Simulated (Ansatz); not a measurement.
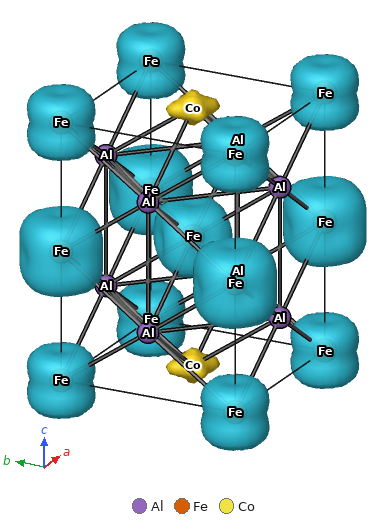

The picture shows: Al$_{4}$Fe$_{3}$Co. Isosurfaces of the spin density at +0.04 (yellow) and −0.04 e/Å³ (cyan), seen at an oblique angle. Sticks mark near contacts.

Space group P4/mmm; a structure generated by program, which may or may not match a known phase; spin-polarised.

Level of theory: DFT PBE, scalar-relativistic, plane waves, PAW in Ansatz.

Core electrons are frozen (PAW), and the valence fields are smoothed inside the atomic spheres.

Describe the spin distribution.

The spin density sits on Fe: −0.4 μB, −0.6 μB and −1.0 μB in one cell of 8 atoms: parallel main moments (a ferromagnetic arrangement) in this solution. The cell of the calculation (8 atoms) carries 1.8 μB of net spin moment.
